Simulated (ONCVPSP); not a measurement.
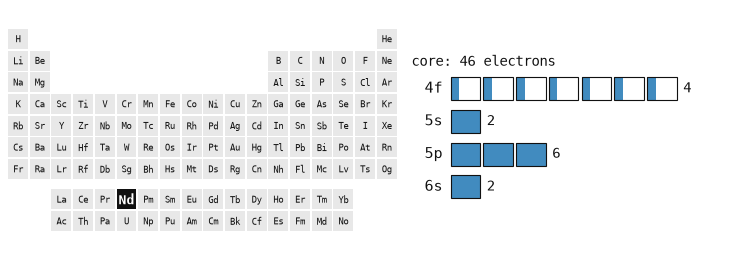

Left, the place of neodymium in the periodic table; right, the valence shells of the reference configuration: a box for each of the 2l + 1 orbitals, shaded by the share of the shell that is filled, with the electron count at the right.

## Pseudopotential generation, with input and output: Nd

- system: neodymium (Nd, Z = 60), core [Kr] 4d10, reference valence 4f4 5s2 5p6 6s2, valence charge 14.
- method: ONCV potential, LDA (Perdew-Zunger), scalar-relativistic, made with ONCVPSP 4.0.1

The input:
```
# ATOM AND REFERENCE CONFIGURATION
# atsym  z   nc   nv     iexc    psfile
  Nd 60.00    9    4        3      upf
#
#   n    l    f
    1    0    2.00
    2    0    2.00
    2    1    6.00
    3    0    2.00
    3    1    6.00
    3    2   10.00
    4    0    2.00
    4    1    6.00
    4    2   10.00
    4    3    4.00
    5    0    2.00
    5    1    6.00
    6    0    2.00
#
# PSEUDOPOTENTIAL AND OPTIMIZATION
# lmax
    3
#
#   l,   rc,      ep,       ncon, nbas, qcut
    0    2.50    0.00    5    8    5.10
    1    2.70    0.00    4    9    5.10
    2    2.50    0.34    4    8    3.40
    3    1.60    0.00    4    8   10.00
#
# LOCAL POTENTIAL
# lloc, lpopt,  rc(5),   dvloc0
    4    5    1.30    2.00
#
# VANDERBILT-KLEINMAN-BYLANDER PROJECTORs
# l, nproj, debl
    0    3    2.60
    1    2    3.40
    2    2    3.90
    3    1    1.90
#
# MODEL CORE CHARGE
# icmod, fcfact, rcfact
    1    0.75    0.00
#
# LOG DERIVATIVE ANALYSIS
# epsh1, epsh2, depsh
   -3.00    5.00    0.02
#
# OUTPUT GRID
# rlmax, drl
    6.00    0.01
#
# TEST CONFIGURATIONS
# ncnf
    4
# nvcnf
#   n    l    f
    4
    4    3    4.00
    5    0    2.00
    5    1    6.00
    6    0    1.00
#
    4
    4    3    4.00
    5    0    2.00
    5    1    6.00
    6    0    0.00
#
    4
    4    3    3.00
    5    0    2.00
    5    1    6.00
    6    0    0.00
#
    5
    4    3    4.00
    5    0    2.00
    5    1    6.00
    6    0    0.00
    5    2    1.00
#
```

Hardware: 1 CPU thread, shared host.

Command:
```bash
oncvpsp.x < Nd.dat > Nd.out
```

Log (extracts):
```
ONCVPSP  (Optimized Norm-Conservinng Vanderbilt PSeudopotential)
scalar-relativistic version 4.0.1

#   n    l    f        energy (Ha)
    1    0    2.00    -1.5934675E+03
    2    0    2.00    -2.5777186E+02
    2    1    6.00    -2.3054066E+02
    3    0    2.00    -5.5905206E+01
    3    1    6.00    -4.7316905E+01
    3    2   10.00    -3.5373225E+01
    4    0    2.00    -1.1100386E+01
    4    1    6.00    -8.2854336E+00
    4    2   10.00    -4.2836181E+00
    4    3    4.00    -7.1215482E-02
    5    0    2.00    -1.4909636E+00
    5    1    6.00    -8.1438921E-01
    6    0    2.00    -1.3373893E-01

Reference configufation results
  iterations    30
  all-electron total energy (Ha)   -9.61709969D+03

Begin loop to  construct optimized pseudo wave functions
and semi-local pseudopoentials for all angular momenta

   Wellstate for l =  0  n =  8
     eigenvalue =   2.4663
     asymptotic potential =   2.9663
     half-point radius =  4.3927

Calculating optimized projector #   1

 for l=   0

    Fraction of norm inside rc  0.966481
    Optimizing pswf for qcut=   5.10 a_B^-1,  ecut=  13.02 Ha
    Residual kinetic energy error=  2.18D-05 Ha

    Energy error per electron        Cutoff
         Ha          eV             Ha
         0.01000     0.27211        7.26
         0.00100     0.02721        9.85
         0.00010     0.00272       11.69
         0.00001     0.00027       18.57

Calculating optimized projector #   2

 for l=   0

    Fraction of norm inside rc  0.077117
    Optimizing pswf for qcut=   5.10 a_B^-1,  ecut=  13.02 Ha
    Residual kinetic energy error=  1.18D-05 Ha

    Energy error per electron        Cutoff
         Ha          eV             Ha
         0.01000     0.27211        4.82
         0.00100     0.02721        8.70
         0.00010     0.00272       11.08
         0.00001     0.00027       14.07

Calculating optimized projector #   3

 for l=   0

    Fraction of norm inside rc  0.155316
    Optimizing pswf for qcut=   5.10 a_B^-1,  ecut=  13.02 Ha
    Residual kinetic energy error=  7.76D-04 Ha

    Energy error per electron        Cutoff
         Ha          eV             Ha
         0.01000     0.27211        9.43
         0.00100     0.02721       12.78
         0.00010     0.00272       24.98
         0.00001     0.00027       44.08

   Wellstate for l =  1  n =  8
     eigenvalue =   2.5856
     asymptotic potential =   3.0856
     half-point radius =  4.5936

Calculating optimized projector #   1

 for l=   1

    Fraction of norm inside rc  0.929709
    Optimizing pswf for qcut=   5.11 a_B^-1,  ecut=  13.04 Ha
    Residual kinetic energy error=  6.03D-08 Ha

    Energy error per electron        Cutoff
         Ha          eV             Ha
         0.01000     0.27211        4.42
         0.00100     0.02721        5.82
         0.00010     0.00272        6.89
         0.00001     0.00027        7.95

Calculating optimized projector #   2

 for l=   1

    Fraction of norm inside rc  0.178142
    Optimizing pswf for qcut=   5.11 a_B^-1,  ecut=  13.04 Ha
    Residual kinetic energy error=  2.66D-05 Ha

    Energy error per electron        Cutoff
         Ha          eV             Ha
         0.01000     0.27211        5.24
         0.00100     0.02721        6.02
         0.00010     0.00272        8.78
         0.00001     0.00027       26.35

WARNING wellstate: moderately localized bound state found for n= 5 l=  2
WARNING scattering state with energy  0.05000000
WARNING will be used for the first projector

   Wellstate for l =  2  n =  6
     eigenvalue =   0.0500
     asymptotic potential =   0.5500
     half-point radius = 24.2107

   Wellstate for l =  2  n =  8
     eigenvalue =   3.9500
     asymptotic potential =   4.4500
     half-point radius =  4.1330

Calculating optimized projector #   1

 for l=   2

    Fraction of norm inside rc  0.066434
    Optimizing pswf for qcut=   3.40 a_B^-1,  ecut=   5.79 Ha
    Residual kinetic energy error=  3.24D-04 Ha

    Energy error per electron        Cutoff
         Ha          eV             Ha
         0.01000     0.27211        3.00
         0.00100     0.02721        4.91
         0.00010     0.00272        7.89
         0.00001     0.00027       31.97

Calculating optimized projector #   2

 for l=   2

    Fraction of norm inside rc  0.186224
    Optimizing pswf for qcut=   3.40 a_B^-1,  ecut=   5.79 Ha
    Residual kinetic energy error=  3.50D-01 Ha

    Energy error per electron        Cutoff
         Ha          eV             Ha
         0.01000     0.27211        7.91
         0.00100     0.02721       16.44
         0.00010     0.00272       41.65
         0.00001     0.00027       48.40

Calculating optimized projector #   1

 for l=   3

    Fraction of norm inside rc  0.820249
    Optimizing pswf for qcut=  10.00 a_B^-1,  ecut=  50.04 Ha
    Residual kinetic energy error=  1.31D-04 Ha

    Energy error per electron        Cutoff
         Ha          eV             Ha
         0.01000     0.27211       39.79
         0.00100     0.02721       45.11
         0.00010     0.00272       56.27

Construct Vanderbilt / Kleinmman-Bylander projectors

B matrix Hermiticity error, ll=   0
   1   2    9.3649E-05
   1   3    3.7574E-04
   2   3   -9.9034E-05

  Orthonormal projector coefficients  1.2535E+01  3.0986E+00  4.3405E-01

B matrix Hermiticity error, ll=   1
   1   2    2.6116E-04

  Orthonormal projector coefficients  5.8431E+00  8.2377E-01

B matrix Hermiticity error, ll=   2
   1   2   -6.0033E-05

  Orthonormal projector coefficients  6.4341E+00  1.5028E+00

Model core correction analysis
  based on d2Exc/dn_idn_j

d2excae - all-electron derivatives

   -1.642640D-02   -1.282188D-02   -1.021369D-02   -1.027126D-03
   -1.282187D-02   -2.291397D-02   -2.022706D-02   -1.450436D-03
   -1.021371D-02   -2.022707D-02   -2.009198D-02   -1.708595D-03
   -1.027126D-03   -1.450453D-03   -1.708635D-03   -6.091144D-04

d2excps - pseudofunction derivatives with no core correction

   -4.332566D-02   -2.586611D-02   -1.880152D-02   -2.105885D-03
   -2.586692D-02   -2.650599D-02   -2.259462D-02   -1.764743D-03
   -1.880207D-02   -2.259485D-02   -2.150314D-02   -1.920282D-03
   -2.106013D-03   -1.764757D-03   -1.920304D-03   -6.382867D-04

rms 2nd derivative error    8.803861E-03

Polynomial model core charge

d2excps - pseudofunction derivatives with core correction

   -2.130362D-02   -1.600871D-02   -1.282070D-02   -1.247993D-03
   -1.600804D-02   -2.054893D-02   -1.888866D-02   -1.296447D-03
   -1.282007D-02   -1.888868D-02   -1.899935D-02   -1.647435D-03
   -1.247988D-03   -1.296454D-03   -1.647473D-03   -5.981840D-04

rms 2nd derivative error    2.064686E-03

Pseudoatom total energy  -57.398388

Diagnostic tests using Vanderbilt-Kleinman-Bylander pseudopotentials
  1 or more projectors used as specified by nproj input data

   l    rcore       rmatch      e in        delta e   norm test  slope test

   0   2.5116556   2.5879149  -1.4909636   0.0000008   1.0001201   1.0001128
   0   2.5116556   2.5879149  -0.1337389   0.0000008   1.0000181   1.0000152
   0   2.5116556   2.5879149   2.4662611  -0.0000027   1.0002913   1.0002913

   1   2.7147750   2.7972015  -0.8143892  -0.0000001   1.0000525   1.0000531
   1   2.7147750   2.7972015   2.5856108   0.0000013   1.0001538   1.0001538

   2   2.5116556   2.5879149   0.0500000   0.0000008   1.0000357   1.0000357
   2   2.5116556   2.5879149   3.9500000   0.0000269   1.0001666   1.0001666

   3   1.6036572   1.6523477  -0.0712155   0.0000027   1.0000137   1.0000024

 Testing for bound ghosts
   n   l    E NL Schr. Eq   E Basis Diag.   E Cutoff

   1   0       -1.490963       -1.490961     55.68
   2   0       -0.133738       -0.116508     55.68

   2   1       -0.814389       -0.814387     53.85

   3   2       -0.075701       -0.069020     54.62

   4   3       -0.071213       -0.068729    115.24

 Testing for highly-localized positive-energy ghosts
       l    <radius>/rc     E Basis Diag.   E Cutoff

       0        0.177258        4.032186     55.68  WARNING - GHOST(+)

       1        0.961027        4.704596     53.85  WARNING - GHOST(+)

Test configuration 0

   n   l     f        eae           eps        diff
   1   0  2.0000-1593.46745877
   2   0  2.0000 -257.77186388
   2   1  6.0000 -230.54066193
   3   0  2.0000  -55.90520564
   3   1  6.0000  -47.31690493
   3   2 10.0000  -35.37322460
   4   0  2.0000  -11.10038552
   4   1  6.0000   -8.28543358
   4   2 10.0000   -4.28361810
   4   3  4.0000   -0.07121548   -0.07121279    2.69D-06
   5   0  2.0000   -1.49096363   -1.49096286    7.64D-07
   5   1  6.0000   -0.81438921   -0.81438931   -1.00D-07
   6   0  2.0000   -0.13373893   -0.13373818    7.51D-07

    Total energies and differences
      AE_ref= -9.61709969D+03  AE_tst= -9.61709969D+03  dif=  0.00D+00
      PS_ref= -5.73983884D+01  PS_tst= -5.73983884D+01  dif=  1.51D-12
      PSP excitation error= -1.51D-12

Test configuration 1

   n   l     f        eae           eps        diff
   1   0  2.0000-1593.68837291
   2   0  2.0000 -257.99168854
   2   1  6.0000 -230.76062904
   3   0  2.0000  -56.12359734
   3   1  6.0000  -47.53532768
   3   2 10.0000  -35.59178390
   4   0  2.0000  -11.31932739
   4   1  6.0000   -8.50457783
   4   2 10.0000   -4.50310899
   4   3  4.0000   -0.29089791   -0.29146913   -5.71D-04
   5   0  2.0000   -1.71323999   -1.71295481    2.85D-04
   5   1  6.0000   -1.03586572   -1.03560904    2.57D-04
   6   0  1.0000   -0.31071417   -0.31067126    4.29D-05

    Total energies and differences
      AE_ref= -9.61709969D+03  AE_tst= -9.61687899D+03  dif=  2.21D-01
      PS_ref= -5.73983884D+01  PS_tst= -5.71779716D+01  dif=  2.20D-01
      PSP excitation error=  2.78D-04

Test configuration 2

   n   l     f        eae           eps        diff
   1   0  2.0000-1593.94645582
   2   0  2.0000 -258.24804963
   2   1  6.0000 -231.01718146
   3   0  2.0000  -56.37788357
   3   1  6.0000  -47.78965510
   3   2 10.0000  -35.84630832
   4   0  2.0000  -11.57423194
   4   1  6.0000   -8.75973725
   4   2 10.0000   -4.75869157
   4   3  4.0000   -0.54601208   -0.54753279   -1.52D-03
   5   0  2.0000   -1.97145854   -1.97091873    5.40D-04
   5   1  6.0000   -1.29179102   -1.29126131    5.30D-04

    Total energies and differences
      AE_ref= -9.61709969D+03  AE_tst= -9.61647511D+03  dif=  6.25D-01
      PS_ref= -5.73983884D+01  PS_tst= -5.67740583D+01  dif=  6.24D-01
      PSP excitation error=  2.41D-04

Test configuration 3

psatom: WARNING lschvkbb convergence error n,l,iter=   4   3   3
ea(ii),et,emin,emax -7.121279E-02 -7.833407E-02 -7.833407E-02 -7.833407E-02
run_config: WARNING for fully non-local PS atom, stg. 1
 WARNING no output for configuration 4

Test configuration 4

   n   l     f        eae           eps        diff
   1   0  2.0000-1593.62667245
   2   0  2.0000 -257.92757982
   2   1  6.0000 -230.69656089
   3   0  2.0000  -56.06173558
   3   1  6.0000  -47.47343066
   3   2 10.0000  -35.52944695
   4   0  2.0000  -11.25666000
   4   1  6.0000   -8.44157089
   4   2 10.0000   -4.43936675
   4   3  4.0000   -0.22724926   -0.22944551   -2.20D-03
   5   0  2.0000   -1.64634491   -1.64741814   -1.07D-03
   5   1  6.0000   -0.97270976   -0.97285228   -1.43D-04
   5   2  1.0000   -0.23239571   -0.23198362    4.12D-04

    Total energies and differences
      AE_ref= -9.61709969D+03  AE_tst= -9.61683839D+03  dif=  2.61D-01
      PS_ref= -5.73983884D+01  PS_tst= -5.71370656D+01  dif=  2.61D-01
      PSP excitation error= -2.71D-05
```

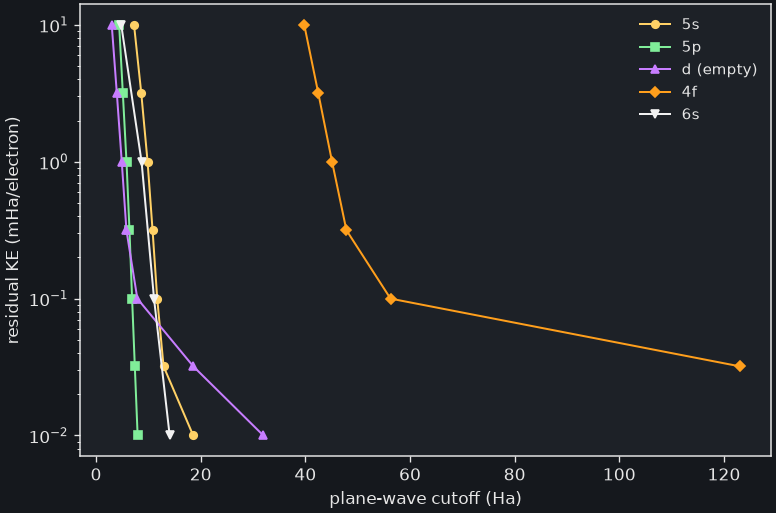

Residual kinetic energy of the pseudo-waves (the first of each channel, and further valence shells) beyond the plane-wave cutoff, as the generator prints it.

- Cutoffs for the occupied states: 45 Ha for 1 mHa and 56 Ha for 0.1 mHa per electron. The first is set by 4f.
- Hardest wave at 1 mHa per electron: 4f, with rc = 1.60 bohr and qcut = 10 1/bohr. The optimisation minimises, but can't always remove, the kinetic energy above qcut²/2 = 50.0 Ha, and a larger rc would as a rule soften the wave at some cost in transferability.
- Cutoffs for 1 mHa per electron: 4f: 45 Ha; 5s: 9.8 Ha; 6s: 8.7 Ha; 5p: 5.8 Ha; d (empty): 4.9 Ha.

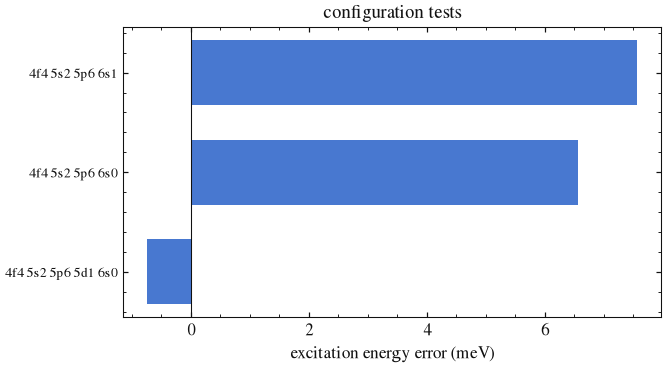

Errors, all-electron minus pseudo, of the energies of valence configurations relative to the unpolarised reference 4f4 5s2 5p6 6s2. Not all tests gave a result: 1 of 4 tests not solved.

- Worst configuration: 4f4 5s2 5p6 6s1 (charge +1): the error is +7.6 meV on an all-electron energy of +6.01 eV relative to the reference, or 0.13 %.
- Errors in meV: 4f4 5s2 5p6 6s1: +7.6; 4f4 5s2 5p6 6s0: +6.6; 4f4 5s2 5p6 5d1 6s0: -0.7.

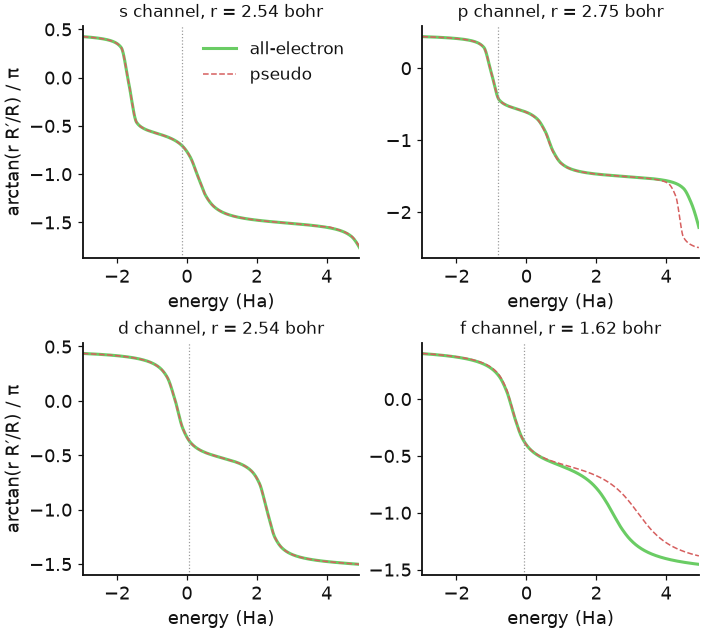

Unwrapped phase arctan(r R′/R) in units of π against energy, all-electron (solid) and pseudo (dashed); the pseudo phase is matched to the all-electron one at the reference energy. Here R(r) is the radial function. The dotted line marks the reference energy of the channel.

- Ghost states: Going away from the reference energies, the phases part by more than π/2 in: p at about 4.4 Ha (above its reference energy, pseudo phase lower, at the flagged ghost). Such a step is either a state that only one of the two atoms has or an ordinary level shifted in energy. The separate test gives: no bound ghost flagged; GHOST(+) flagged for s at 109.7 eV, p at 128.0 eV.
- First channel to depart above its reference energy: the f channel: its phase error passes 0.05 rad 1.0 Ha above its reference energy, against 4.2 Ha for s.

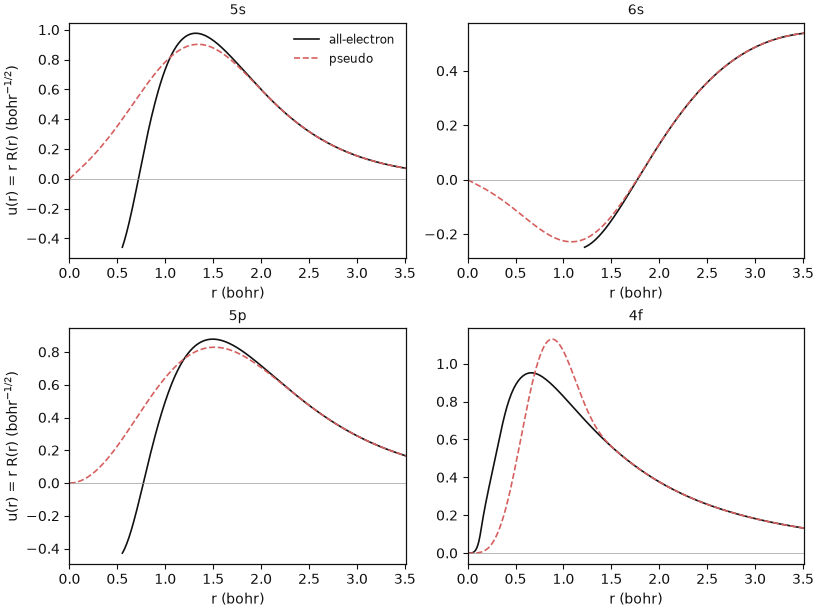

All-electron valence functions (solid) with their pseudo partners (dashed). The innermost oscillations of some all-electron curves aren't drawn. Reference configuration 4f4 5s2 5p6 6s2.

- Matching radii: 5s at 2.50 bohr; 6s at 2.50 bohr; 5p at 2.70 bohr; 4f at 1.60 bohr. The curves merge smoothly, so the plot gives these only roughly.
- Nodes of the pseudo-waves: 5s has no node; 6s has a node at about 1.8 bohr; 5p has no node; 4f has no node. A node in 6s is expected, since a lower shell of the same l is also in the valence and the two must stay orthogonal.

Summary:

- outcome: generated
- cutoffs needed: 45 Ha and 56 Ha (the cutoffs at which the residual kinetic energy of the hardest occupied pseudo-wave falls to 1 and 0.1 mHa per electron)
- ghost test: no bound ghost flagged; GHOST(+) flagged for s at 109.7 eV, p at 128.0 eV
- configuration tests: 1 of 4 tests not solved
- rms error of d²Exc/dni dnj: 8.80 mHa without and 2.06 mHa with the model core
- largest excitation error among the tests solved: +7.6 meV (all-electron minus pseudo) for 4f4 5s2 5p6 6s1
- range over which the phases arctan(r R′/R) at the test radius agree within 0.05 rad (a looser test near the poles than one of phase shifts): s: up to about 4.0 Ha; p: up to about 3.9 Ha; d: over the whole range computed; f: up to about 0.9 Ha
- wall time: 6.2 s

Remarks:

Warnings of the program, in the generation or the tests: wellstate: moderately localized bound state found for n= 5 l= 2; psatom: WARNING lschvkbb convergence error n,l,iter= 4 3 3.
